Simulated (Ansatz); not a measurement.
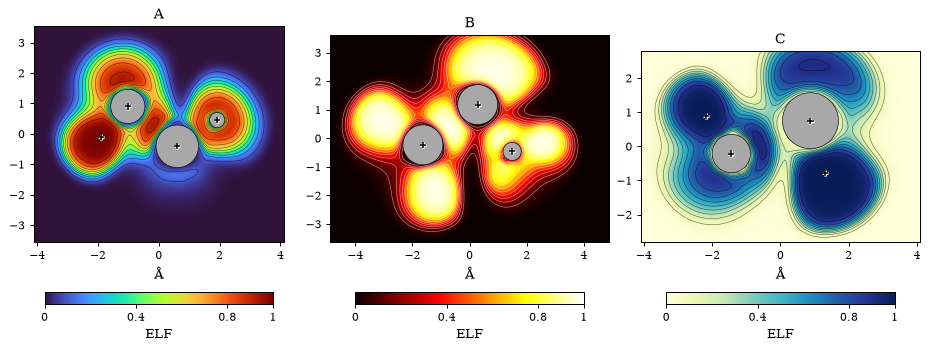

The electron localisation function of 3 systems, each on a plane through atoms (crosses mark nuclei in the plane; grey discs cover the cores).

All numbers below come from RKS PBE0-D4/def2-TZVPP (Ansatz).

System 1: GeH$_{4}$S, the plane of atoms S2, Ge1 and H5. The product side of a reaction path; geometry: PBE0-D4/def2-TZVP.

```xyz
6

Ge   -1.2623    0.4448   -0.6602
S     0.9942    0.5746    0.4321
H     1.8032    0.4858   -0.6376
H    -1.0535   -1.1270   -0.8150
H    -1.7686    0.2959    0.8435
H     1.2869   -0.6739    0.8371
```

System 2: F$_{3}$HSSi, the plane of atoms F2, Si1 and S3. The product side of a reaction path; geometry: PBE0-D4/def2-TZVP.

```xyz
6

Si   -0.2247   -0.3711    0.1890
F    -0.7595   -1.7400   -0.3671
S     0.6481    0.6633   -1.4027
H     0.9748    1.7058   -0.6172
F     0.7877   -0.6661    1.3569
F    -1.4263    0.4081    0.8411
```

System 3: H$_{7}$NSi$_{2}$, the plane of atoms Si2, Si1 and N4. The reactant side of a reaction path; geometry: PBE0-D4/def2-TZVP.

```xyz
10

Si   -1.2789   -0.7199    0.0356
Si    0.9785   -0.9857    0.7358
H    -1.5766    1.5020   -1.1981
N    -0.7531    0.9324   -1.0325
H    -1.5353    0.1943    1.2306
H     1.0829   -1.6149    2.0845
H     1.8238   -1.8093   -0.1828
H     1.6941    0.3388    0.8186
H    -0.0567    1.4986   -0.5551
H    -0.3785    0.6637   -1.9365
```

> Match each panel to its system.

Panel A is system 2, F$_{3}$HSSi: the plane holds Si, F, S and H. Si–F (1.57 Å): the ELF peaks at about 0.85 in the valence shell of F, 0.6 Å from its nucleus, and is about 0.55 at the midpoint. Panel B is system 3, H$_{7}$NSi$_{2}$: the plane holds Si and N. Si–N (2.04 Å): the ELF peaks at about 0.95 in the valence shell of N, 0.6 Å from its nucleus, and is about 0.75 at the midpoint. Panel C is system 1, GeH$_{4}$S: the plane holds Ge, S and H. Ge–S (2.51 Å): the ELF peaks at about 0.95 in the valence shell of S, 0.9 Å from its nucleus, and is about 0.60 at the midpoint.
